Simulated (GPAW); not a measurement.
Consider Ti3InC (Pm-3m).

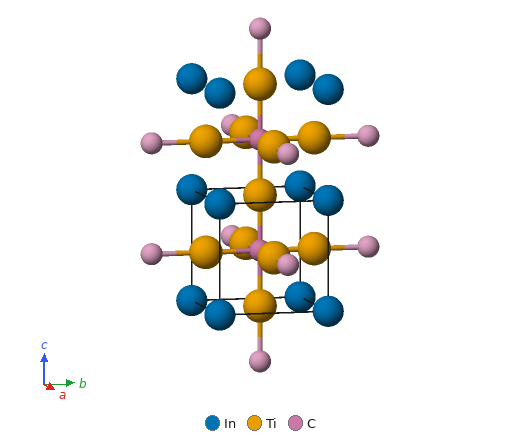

The structure (indium blue, titanium orange, carbon pink). 1×1×2 cells are drawn. Some periodic images of atoms are drawn too.

```xyz
5
Lattice="4.2356 0.0000 0.0000 0.0000 4.2356 0.0000 0.0000 0.0000 4.2356" Properties=species:S:1:pos:R:3 pbc="T T T"
In    0.0000    0.0000    0.0000
Ti    0.0000    2.1178    2.1178
Ti    2.1178    0.0000    2.1178
Ti    2.1178    2.1178    0.0000
C     2.1178    2.1178    2.1178
```

Absorber: atom 2, with 2 C at 2.12 Å (linear, site symmetry 4/mmm). Method: GPAW, LDA, excited-electron core hole (neutral cell), 10-atom cell with 6.0 Å between holes, 7×7×7 k points, dipole transitions, Gaussian full width 0.9 eV up to 4 eV, rising linearly to 3.5 eV at 25 eV.

Question: Where do the maxima of the Ti L₃ edge fall?

Main maxima up to 30 eV above the zero (height): 0.6 eV (5.55), 2.5 eV (3.19), 5.1 eV (1.09), 8.4 eV (0.56), 14.5 eV (0.46) and 20.9 eV (0.41). At an L edge the dipole rule selects empty d (and weakly s) states on the absorber, and the strong line at the onset measures the empty part of its d band. 2p–3d multiplets, which reshape such L edges, aren't in a one-electron spectrum. The total-energy difference is 455.27 eV. Two terms are added: -1.48 eV, since the hole is spin-paired here and a spin-polarised one costs that much less in the free atom (computed apart); −2.13 eV, a third of the tabulated L₂–L₃ splitting, since the scalar-relativistic hole is their mean. The photon energy is then 451.66 eV. The tabulated edge of the element is 453.8 eV. The functional leaves an error of a few eV in such absolute values.

The Ti L₃ spectrum (energy from the lowest empty level; intensity scaled to a mean of 1 over the first 20 eV):

```
E (eV)  intensity
  -2.0       0.00
  -0.5       0.48
   1.0       4.88
   2.5       3.19
   4.0       0.99
   5.5       0.99
   7.0       0.40
   8.5       0.56
  10.0       0.37
  11.5       0.34
  13.0       0.40
  14.5       0.46
  16.0       0.35
  17.5       0.24
  19.0       0.31
  20.5       0.41
  22.0       0.38
  23.5       0.34
  25.0       0.34
  26.5       0.33
  28.0       0.33
  29.5       0.35
  31.0       0.33
```

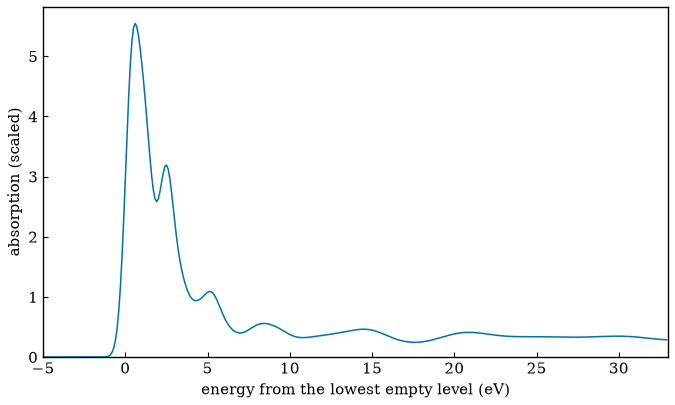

The Ti L₃ edge.

One-electron theory leaves out the 2p–3d multiplets that shape measured L edges of 3d elements, and the L₂ edge isn't added. The holes are only 6.0 Å apart, so the shape is probably not converged with cell size; no larger cell was run here. Lifetime broadening is put in by hand, and intensities beyond about 20 eV depend on it and on the partial waves; weight that the partial waves miss at high energy is lost. The structure is a computed Materials Project entry and may be a hypothetical form.

[Banner, clock and machine lines of the logs are left out without a mark of their own.]

[Logs are printed without paths, hosts, clocks, repeated set-up lines and the standing remarks that a program may print on its own settings, such as how far it seeks lower states.]

[Hosts, paths, dates, database ids (printed as entryN), source tags and the programs' standing remarks are cut or masked in the printed files.]

[Lists of maxima count a maximum above −3 eV only where it reaches 4 % of the highest in the window and stands out from its surroundings by 2 % of it (1.5 % where it reaches 55 %); shoulders and weaker maxima are passed over, and of the rest the first, up to two pre-edge ones and the few strongest are named.]
